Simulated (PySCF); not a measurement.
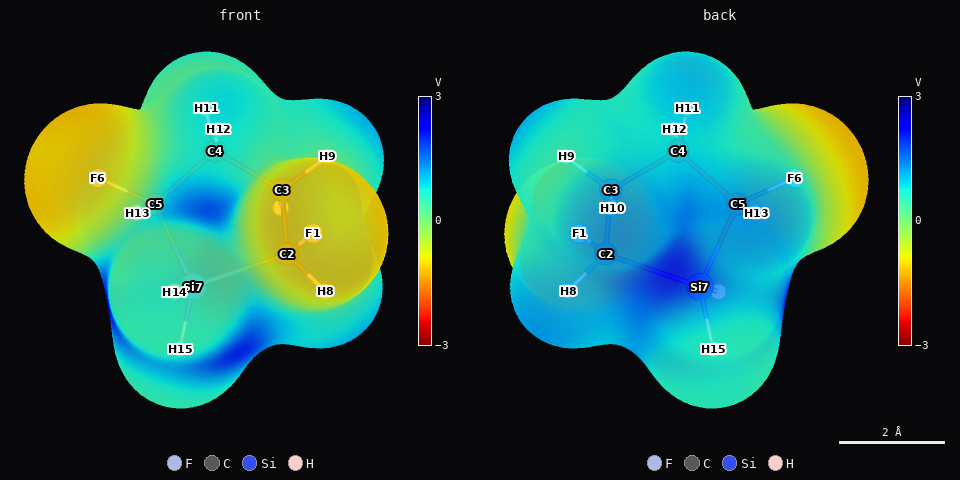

Figure 1: C$_{4}$H$_{8}$F$_{2}$Si. The electrostatic potential painted on the density surface at 0.004 e/bohr³, seen from the front and from behind; the colour scale runs from red (negative) to blue (positive).

Geometry: GFN2-xTB.

Theory: PBE0/pcSseg-1, SCF density, gas phase, non-relativistic in PySCF.

Input

```
{"job": {"kind": "nmr", "xc": "PBE0", "basis": "pcSseg-1"}, "charge": 0, "multiplicity": 1}
F      0.052938    -1.770200    -1.502920
C     -0.581607    -1.234148    -0.385270
C     -1.088473     0.167997    -0.721576
C      0.070241     1.152077    -0.584865
C      0.717494     0.921110     0.781441
F      1.994133     1.462988     0.809667
Si     0.719629    -0.993594     1.018203
H     -1.408964    -1.918548    -0.177962
H     -1.502020     0.190049    -1.731114
H     -1.880726     0.426389    -0.016146
H     -0.264740     2.183426    -0.705991
H      0.816153     0.943687    -1.354377
H      0.165516     1.452085     1.566143
H      1.999811    -1.587380     0.660992
H      0.186201    -1.387949     2.321863
```

Command:

```sh
OMP_NUM_THREADS=1 python probes_run.py task.json out
```

Q: Where is the surface potential most negative and most positive?

A: The most negative region (about −1.2 V) lies over F6, the most positive (about +2.2 V) over Si7.
